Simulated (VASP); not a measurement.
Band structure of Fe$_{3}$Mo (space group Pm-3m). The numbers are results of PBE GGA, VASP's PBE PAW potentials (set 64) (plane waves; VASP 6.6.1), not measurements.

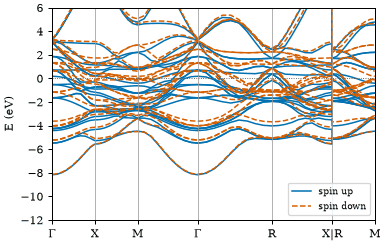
*Bands along high-symmetry lines, zero at the valence-band maximum or, without a gap, the Fermi level*

Problem. Read the plot: is there a gap, and where are the band edges?

Solution. It has no gap at this level: it comes out as a metal or semimetal.

The structure was generated: Fe3Mo was put into an ordered model structure, which need not be its known phase. The cell was not relaxed at this level. The k-mesh is coarse (spacing up to 0.35 per Å, 2π included), so the numbers may not be converged in it.
